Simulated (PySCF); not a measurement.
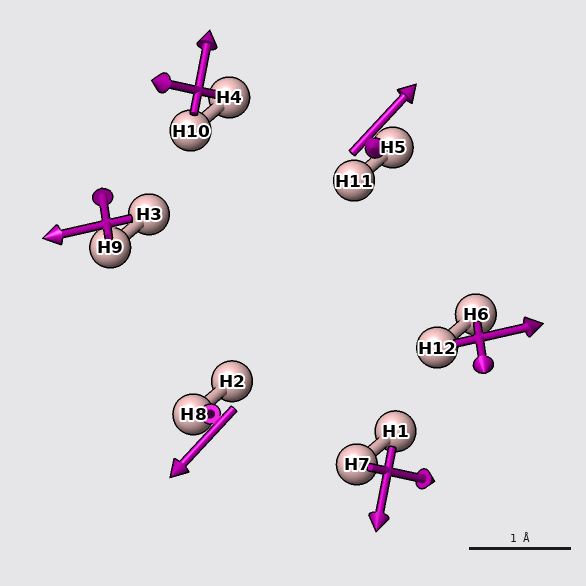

Arrows show the forces on the atoms, 0.7 Å of arrow for 1 eV/Å; forces under a tenth of the largest aren't drawn. Level of theory: RHF/6-31G (PySCF).

List the force components in the frame of the picture (x right, y up, z towards the viewer), in eV/Å.

| atom | Fx | Fy | Fz |
| --- | --- | --- | --- |
| H1 | −0.23 | −1.20 | 0.64 |
| H2 | −0.92 | −0.99 | 0.28 |
| H3 | −1.27 | −0.29 | 0.46 |
| H4 | −0.93 | 0.21 | 1.00 |
| H5 | −0.25 | −0.01 | 1.36 |
| H6 | 0.11 | −0.71 | 1.18 |
| H7 | 0.93 | −0.20 | −1.00 |
| H8 | 0.24 | 0.01 | −1.36 |
| H9 | −0.11 | 0.71 | −1.18 |
| H10 | 0.23 | 1.20 | −0.64 |
| H11 | 0.92 | 0.99 | −0.28 |
| H12 | 1.27 | 0.29 | −0.46 |
